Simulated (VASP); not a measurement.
## YZnC with revPBE: from relaxation to properties

What structure does YZnC take at this level, and what are its properties? The steps: relaxing cell and atoms (revPBE), second relaxation, density, ELF and potential (revPBE), band structure (revPBE), total and projected DOS (revPBE), core-level energies (revPBE), band structure (revPBE + SOC), bands along the symmetry lines (revPBE), changed input and ionic relaxation at fixed cell (revPBE), changed input. The cell is invented: it takes the structure of a Materials Project entry for YCoC (space group 123 there), with some of its atoms replaced by other elements, volume scaled by an estimate. It may not be a known or stable phase. Left out of this account: 1 further run (elastic: elastic constants of a metal on too coarse a mesh). The atoms of the start are displaced at random from the sites of a P4/mmm cell.

Main program and level: VASP 6.6.1; revPBE; plane waves and PAW (Y_sv, Zn, C), in the first sound run; inputs show where later runs differ.

### Step 1. The starting structure

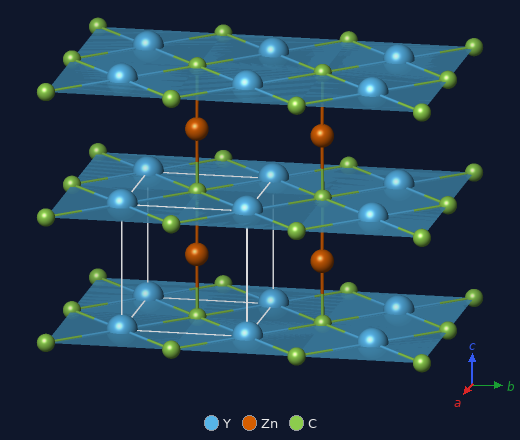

The starting structure, seen slightly off an axis (yttrium blue, zinc orange, carbon green). 1×2×2 cells are drawn. Some periodic images of atoms are drawn too.

As a file:

```cif
data_structure
_symmetry_space_group_name_H-M 'P 1'
_symmetry_Int_Tables_number 1
_cell_length_a 3.7647
_cell_length_b 3.7647
_cell_length_c 3.8187
_cell_angle_alpha 90.000
_cell_angle_beta 90.000
_cell_angle_gamma 90.000
_cell_volume 54.12
loop_
_atom_site_label
_atom_site_type_symbol
_atom_site_fract_x
_atom_site_fract_y
_atom_site_fract_z
_atom_site_occupancy
Y1 Y 0.99526 0.00248 0.00006 1
Zn2 Zn 0.50536 0.49723 0.50110 1
C3 C 0.49646 0.49906 0.99922 1
```

### Step 2. Relaxing cell and atoms (revPBE)

The start need not lie at this functional's minimum. ISIF = 3 frees volume, shape and positions, and EDIFFG sets the threshold on forces and stress at which the search stops. revPBE by itself binds more weakly than PBE and expands cells; dispersion terms fitted to it are the larger for that.

Contents of INCAR:

```
SYSTEM = YZnC
PREC = Accurate
ENCUT = 520
EDIFF = 1E-06
NELM = 100
ISMEAR = -1
SIGMA = 0.05
LREAL = .FALSE.
ALGO = Normal
GGA = RE
NBANDS = 19
LORBIT = 11
LWAVE = .FALSE.
LCHARG = .FALSE.
IBRION = 2
NSW = 60
ISIF = 3
EDIFFG = -0.01
```

Contents of POSCAR:

```
YZnC
1.0
    3.7646750000      0.0000000000      0.0000000000
    0.0000000000      3.7646750000      0.0000000000
    0.0000000000      0.0000000000      3.8186780000
Y Zn C
1 1 1
Direct
   -0.0047390000      0.0024760000      0.0000580000
    0.5053610000      0.4972350000      0.5010980000
    0.4964600000      0.4990570000     -0.0007760000
```

Contents of KPOINTS:

```
Automatic mesh
0
Gamma
5 5 5
0 0 0
```

The projector-augmented-wave data sets are Y_sv, Zn and C (PBE family, release 64).

The run is started by

```console
$ mpirun -np 1 vasp_std
```

The log of the run:

```text
[banner, memory and clock lines left out]
running    1 mpi-ranks, on    1 nodes
 distrk:  each k-point on    1 cores,    1 groups
 distr:  one band on    1 cores,    1 groups

 POSCAR found type information on POSCAR Y ZnC
 POSCAR found :  3 types and       3 ions
|                                                                             |
|               ----> ADVICE to this user running VASP <----                  |
|                                                                             |
|     You enforced a specific xc type in the INCAR file but a different       |
|     [... a line on the potential file left out ...]
|     I HOPE YOU KNOW WHAT YOU ARE DOING!                                     |
|                                                                             |

 LDA part: xc-table for (Slater+PW92), standard interpolation
 POSCAR, INCAR and KPOINTS ok, starting setup
 FFT: planning ... GRIDC
 FFT: planning ... GRID_SOFT
 FFT: planning ... GRID
 WAVECAR not read
 entering main loop
       N       E                     dE             d eps       ncg     rms          rms(c)
DAV:   1     0.150371778873E+03    0.15037E+03   -0.13607E+04  2394   0.162E+03
DAV:   2    -0.732268263973E+01   -0.15769E+03   -0.15298E+03  2494   0.342E+02
DAV:   3    -0.192405831364E+02   -0.11918E+02   -0.11735E+02  2844   0.857E+01
DAV:   4    -0.197128249743E+02   -0.47224E+00   -0.47030E+00  3623   0.144E+01
DAV:   5    -0.197190736343E+02   -0.62487E-02   -0.62407E-02  3045   0.161E+00    0.238E+01
DAV:   6    -0.158565820999E+02    0.38625E+01   -0.21940E+01  3806   0.603E+01    0.227E+01
DAV:   7    -0.158801517912E+02   -0.23570E-01   -0.18712E+00  2949   0.112E+01    0.154E+01
DAV:   8    -0.159241199584E+02   -0.43968E-01   -0.11308E+00  2913   0.506E+00    0.316E+00
DAV:   9    -0.158414634896E+02    0.82656E-01   -0.45444E-01  3211   0.330E+00    0.617E-01
DAV:  10    -0.158423714398E+02   -0.90795E-03   -0.25532E-02  2970   0.114E+00    0.368E-01
DAV:  11    -0.158419497846E+02    0.42166E-03   -0.71861E-03  3150   0.721E-01    0.818E-02
DAV:  12    -0.158418664707E+02    0.83314E-04   -0.12507E-03  3195   0.267E-01    0.412E-02
DAV:  13    -0.158418601582E+02    0.63125E-05   -0.14827E-04  3071   0.770E-02    0.214E-02
DAV:  14    -0.158418622096E+02   -0.20514E-05   -0.10069E-05  2898   0.265E-02    0.160E-02
DAV:  15    -0.158418609183E+02    0.12913E-05   -0.30125E-06  2214   0.846E-03    0.332E-03
DAV:  16    -0.158418607299E+02    0.18844E-06   -0.70505E-07  1413   0.733E-03
   1 F= -.15841861E+02 E0= -.15836203E+02  d E =-.158419E+02
 curvature:   0.00 expect dE= 0.000E+00 dE for cont linesearch  0.000E+00
 trial: gam= 0.00000 g(F)=  0.346E-02 g(S)=  0.328E+00 ort = 0.000E+00 (trialstep = 0.100E+01)
 search vector abs. value=  0.332E+00
 bond charge predicted
       N       E                     dE             d eps       ncg     rms          rms(c)
DAV:   1    -0.177834792949E+02   -0.19416E+01   -0.42299E+01  2643   0.673E+01    0.129E+01
DAV:   2    -0.164500598925E+02    0.13334E+01   -0.10718E+01  2751   0.620E+01    0.569E+00
DAV:   3    -0.160912601779E+02    0.35880E+00   -0.13601E+00  2926   0.186E+01    0.270E+00
DAV:   4    -0.160033724716E+02    0.87888E-01   -0.34074E-01  3933   0.441E+00    0.125E+00
DAV:   5    -0.160038115851E+02   -0.43911E-03   -0.17799E-02  3031   0.122E+00    0.947E-01
DAV:   6    -0.160050809793E+02   -0.12694E-02   -0.89078E-03  3824   0.126E+00    0.321E-01
DAV:   7    -0.160051584180E+02   -0.77439E-04   -0.11020E-03  2625   0.268E-01    0.293E-01
DAV:   8    -0.160051414160E+02    0.17002E-04   -0.12051E-04  2816   0.925E-02    0.113E-01
DAV:   9    -0.160051239346E+02    0.17481E-04   -0.66405E-05  3084   0.134E-01    0.897E-03
DAV:  10    -0.160051241416E+02   -0.20693E-06   -0.39750E-06  2917   0.141E-02
   2 F= -.16005124E+02 E0= -.15996814E+02  d E =-.163263E+00
[... from here on, the cycles between the ionic steps are left out ...]
   3 F= -.16005307E+02 E0= -.15997227E+02  d E =-.163446E+00
   4 F= -.16005282E+02 E0= -.15997368E+02  d E =-.163421E+00
   5 F= -.16006638E+02 E0= -.15998315E+02  d E =-.135588E-02
   6 F= -.16006820E+02 E0= -.15998599E+02  d E =-.153830E-02
   7 F= -.16007248E+02 E0= -.15998804E+02  d E =-.427284E-03
   8 F= -.16007376E+02 E0= -.15998733E+02  d E =-.555811E-03
   9 F= -.16007522E+02 E0= -.15998940E+02  d E =-.145695E-03
  10 F= -.16007532E+02 E0= -.15998972E+02  d E =-.156282E-03
  11 F= -.16007630E+02 E0= -.15999186E+02  d E =-.975351E-04
  12 F= -.16007631E+02 E0= -.15999201E+02  d E =-.987564E-04
  13 F= -.16007672E+02 E0= -.15999225E+02  d E =-.410468E-04
  14 F= -.16007711E+02 E0= -.15999233E+02  d E =-.798863E-04
  15 F= -.16007731E+02 E0= -.15999239E+02  d E =-.197565E-04
 ZBRENT: can't locate minimum, use default step
 trial-energy change:   -0.000020  1 .order   -0.000019   -0.000022   -0.000017
 step:   1.0003(harm=  1.1023)  dis= 0.00301  next Energy=   -16.007759 (dE=-0.481E-04)
 bond charge predicted
       N       E                     dE             d eps       ncg     rms          rms(c)
DAV:   1    -0.160077596454E+02   -0.27988E-04   -0.36672E-02  2409   0.133E+00    0.535E-02
DAV:   2    -0.160077658808E+02   -0.62355E-05   -0.28444E-04  3130   0.135E-01    0.288E-02
DAV:   3    -0.160077579955E+02    0.78853E-05   -0.25417E-05  3160   0.366E-02    0.825E-03
DAV:   4    -0.160077580033E+02   -0.77698E-08   -0.36999E-06  2585   0.163E-02
  16 F= -.16007758E+02 E0= -.15999232E+02  d E =-.469641E-04
 curvature:  -2.50 expect dE=-0.114E-04 dE for cont linesearch -0.906E-07
 trial: gam= 0.00278 g(F)=  0.108E-05 g(S)=  0.348E-05 ort = 0.382E-05 (trialstep = 0.400E+00)
 search vector abs. value=  0.458E-05
 reached required accuracy - stopping structural energy minimisation
```

Wall time 10 min (1 MPI rank of AMD EPYC 7R43, shared host); peak memory 0.19 GiB.

Lines that name or quote the potential files are left out of all logs, and their timing lines are given in words.

OUTCAR, selected parts (step 2):

```text
ion  position               nearest neighbor table
   1  0.995  0.002  0.000-   3 2.65   3 2.66   3 2.67   3 2.67   2 3.24   2 3.25   2 3.26   2 3.27
                             2 3.28   2 3.29   2 3.31   2 3.31
   2  0.505  0.497  0.501-   3 1.90   3 1.92   1 3.24   1 3.25   1 3.26   1 3.27   1 3.28   1 3.29
                             1 3.31   1 3.31
   3  0.496  0.499  0.999-   2 1.90   2 1.92   1 2.65   1 2.66   1 2.67   1 2.67

  LATTYP: Found a simple tetragonal cell.
 ALAT       =     3.7646750000
 C/A-ratio  =     1.0143446645

 Subroutine GETGRP returns: Found  1 space group operations
 (whereof  1 operations were pure point group operations)

The static configuration has the point symmetry C_1 .

 Found     63 irreducible k-points:

   k-points           NKPTS =     63   k-points in BZ     NKDIM =     63   number of bands    NBANDS=     19

   dimension x,y,z NGX =    28 NGY =   28 NGZ =   28
   dimension x,y,z NGXF=    56 NGYF=   56 NGZF=   56

   ENCUT  =  520.0 eV  38.22 Ry    6.18 a.u.   7.00  7.00  7.10*2*pi/ulx,y,z

   NELECT =      27.0000    total number of electrons

 k-points in reciprocal lattice and weights: Automatic mesh
   0.00000000  0.00000000  0.00000000       0.008
   0.20000000  0.00000000  0.00000000       0.016
   0.00000000  0.20000000  0.00000000       0.016
   0.40000000  0.00000000  0.00000000       0.016
   0.00000000  0.40000000  0.00000000       0.016
   0.20000000  0.20000000  0.00000000       0.016
  -0.20000000  0.20000000  0.00000000       0.016
   0.40000000  0.20000000  0.00000000       0.016
  -0.20000000  0.40000000  0.00000000       0.016
[...]
-0.40000000 -0.40000000  0.40000000       0.016
   0.40000000 -0.40000000  0.40000000       0.016

 average (electrostatic) potential at core
       1 -36.5648       2 -36.2599       3 -50.6614

 E-fermi :   3.4847

 k-point     1 :       0.0000    0.0000    0.0000
  band No.  band energies     occupation
    ...
     10      -3.5936      2.00000
     11       0.9509      2.00000
     12       1.3283      2.00000
     13       3.2136      1.99121
     14       3.2143      1.99108
     15       4.0945      0.00001
     16       7.8877      0.00000
     17       7.8884      0.00000
     18       8.0015      0.00000
     19       8.8993      0.00000

 k-point     2 :       0.2000    0.0000    0.0000
  band No.  band energies     occupation
    ...
     10      -3.4914      2.00000
     11       0.8398      2.00000
     12       1.1388      2.00000
     13       2.0025      2.00000
     14       2.3965      2.00000
     15       5.5427      0.00000
     16       7.5260      0.00000
     17       7.8934      0.00000
     18       7.9748      0.00000
     19       9.4803      0.00000

 k-point     3 :       0.0000    0.2000    0.0000
  band No.  band energies     occupation
    ...
     10      -3.4914      2.00000
     11       0.8397      2.00000
     12       1.1385      2.00000
     13       2.0023      2.00000
     14       2.3974      2.00000
     15       5.5425      0.00000
     16       7.5250      0.00000
     17       7.8933      0.00000
     18       7.9753      0.00000
     19       9.4803      0.00000

  Total       -0.0060643     -0.0091614     -0.0095034      0.0015843     -0.0000977      0.0002681
  in kB       -0.1896272     -0.2864695     -0.2971655      0.0495402     -0.0030559      0.0083846
  external PRESSURE =      -0.2577541 kB  Pullay stress =       0.0000000 kB

  energy-cutoff  :      520.00
  volume of cell :       51.24
      direct lattice vectors                 reciprocal lattice vectors
     3.598009253 -0.000104632 -0.000058508     0.277931470  0.000008080  0.000003131
    -0.000104608  3.598352125  0.000014053     0.000008082  0.277904987 -0.000000973
    -0.000044584  0.000013854  3.957546660     0.000004109 -0.000000987  0.252681797

 POSITION                                       TOTAL-FORCE (eV/Angst)
 -----------------------------------------------------------------------------------
      3.59410      3.59705      0.00037         0.002000     -0.001689      0.000768
      1.79612      1.79730      1.97923        -0.001744      0.000805      0.001854
      1.79507      1.79771      0.00059        -0.000256      0.000884     -0.002622
 -----------------------------------------------------------------------------------
    total drift:                               -0.000907     -0.000064      0.000220

  FREE ENERGIE OF THE ION-ELECTRON SYSTEM (eV)
  ---------------------------------------------------
  free  energy   TOTEN  =       -16.0077580033 eV

  energy  without entropy=      -15.9907069473  energy(sigma->0) =      -15.99923248

 reached required accuracy - stopping structural energy minimisation

 total charge
# of ion       s       p       d       f       tot
--------------------------------------------------
    1        2.182   6.423   0.988   0.049   9.642
    2        0.601   0.568   9.718   0.000  10.887
    3        0.867   1.445   0.000   0.000   2.312
--------------------------------------------------
tot          3.650   8.436  10.706   0.049  22.840

[... 3 further parts left out ...]
```

This run has no spin polarisation. Its electron count is odd, so without a moment it is a metal by construction. The k-mesh is coarse for a metal. The PAW data sets were made with PBE, which is usual practice but a small mismatch for other functionals.

Relaxation path:

```
step  energy less that of the first step (eV)  largest force (eV/Å)  pressure (GPa)  volume (Å³)
   1                                   0.0000                0.1854           -3.57        54.12
   2                                  -0.1633                0.1831            0.63        50.92
   3                                  -0.1634                0.1766            0.48        51.01
   4                                  -0.1634                0.1720            0.32        51.08
   5                                  -0.1648                0.1193           -0.21        51.33
   6                                  -0.1650                0.0661           -0.04        51.27
   7                                  -0.1654                0.0421           -0.08        51.27
   8                                  -0.1655                0.0314           -0.10        51.28
   9                                  -0.1657                0.0209            0.08        51.19
  10                                  -0.1657                0.0185            0.14        51.17
  11                                  -0.1658                0.0197           -0.04        51.23
  12                                  -0.1658                0.0200           -0.02        51.24
  13                                  -0.1658                0.0161            0.00        51.24
  14                                  -0.1659                0.0295            0.01        51.23
  15                                  -0.1659                0.0226            0.02        51.23
  16                                  -0.1659                0.0028           -0.03        51.24
```

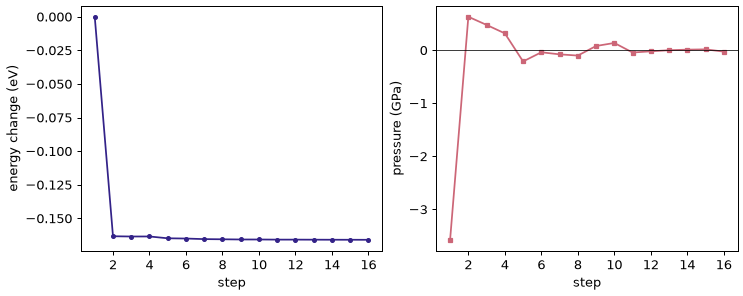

Energy and pressure along the relaxation.

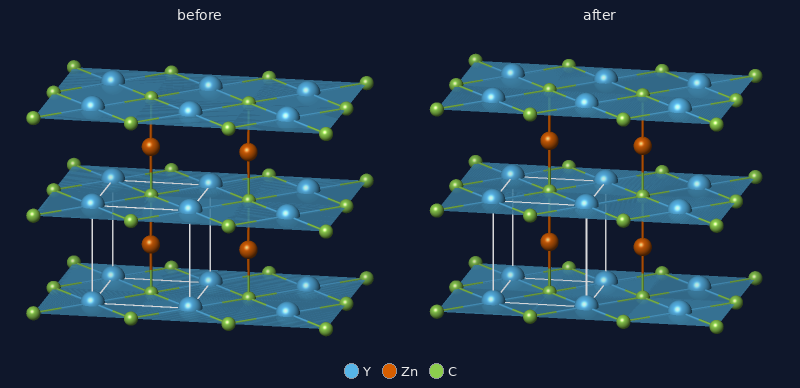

Before and after, at one scale.

| cell as run | before | after | change |
| --- | --- | --- | --- |
| a (Å) | 3.765 | 3.598 | -4.4 % |
| b (Å) | 3.765 | 3.598 | -4.4 % |
| c (Å) | 3.819 | 3.958 | +3.6 % |
| volume (Å³/atom) | 18.04 | 17.08 | -5.3 % |

The atoms that moved most (Å, as changes of fractional coordinates times the final cell):

```
atom      dx      dy      dz  length
 Zn2  -0.022   0.008  -0.004   0.024
  Y1   0.013  -0.010   0.000   0.017
  C3   0.009   0.002   0.004   0.010
```

Final coordinates:

```xyz
3
Lattice="3.5980 -0.0001 -0.0001 -0.0001 3.5984 0.0000 0.0000 0.0000 3.9575" Properties=species:S:1:pos:R:3 pbc="T T T"
Y    -0.0038   -0.0012    0.0004
Zn    1.7961    1.7973    1.9792
C     1.7951    1.7977    0.0006
```

This step gave:

```yaml
electrons: 27
bands: 19
irreducible_k_points: 63
symmetry_operations: 1
free_energy_toten: -16.01 eV
energy_at_zero_smearing: -16.00 eV
fermi_energy: 3.485 eV
pressure: -0.02578 GPa
metallic: yes
scf_cycles_over_all_ionic_steps: 98
```

It ends with a largest force of 0.003 eV/Å and a pressure of -0.03 GPa.

[end of part 1 of 4]

[Lines on the potential files, build, host, timing and source positions are cut from VASP's logs without a mark.]

[Logs are printed without paths, hosts, clocks, repeated set-up lines and the standing remarks that a program may print on its own settings, such as how far it seeks lower states.]

[Hosts, paths, dates, database ids (printed as entryN), source tags and the programs' standing remarks are cut or masked in the printed files.]

[A measured line is paired with the nearest computed mode of its activity, which favours agreement.]

[In band tables of VASP the shares of atoms and orbitals are scaled to a sum of 1 inside the atoms' spheres.]
